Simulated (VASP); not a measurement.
Band structure of ZnF2 (rutile). Method: PBE GGA with D3 dispersion (Becke-Johnson damping), VASP's PBE PAW potentials (set 64) (plane waves; VASP).

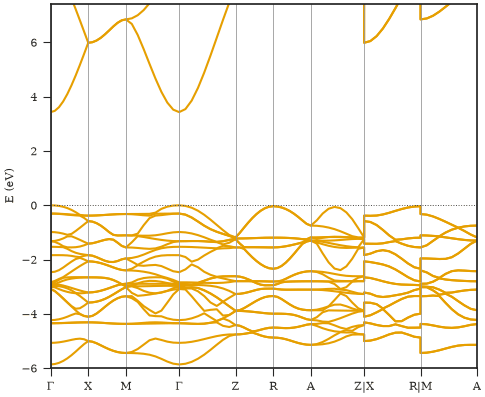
*Bands along high-symmetry lines, zero at the valence-band maximum or, without a gap, the Fermi level*

Problem. Read the plot: is there a gap, and where are the band edges?

Solution. The gap is direct, 3.43 eV, from the valence maximum at Γ to the conduction minimum at Γ. (Edges off the drawn lines would not show.)

Measured: gap 7.50 eV (computed value off by -4.07 eV), as given by Dominik Kurzydłowski et al., Inorganic Chemistry (2020), arXiv:1912.01850 [midpoint of the printed range].

The compound is ZnF2 in the rutile structure. It was relaxed first.
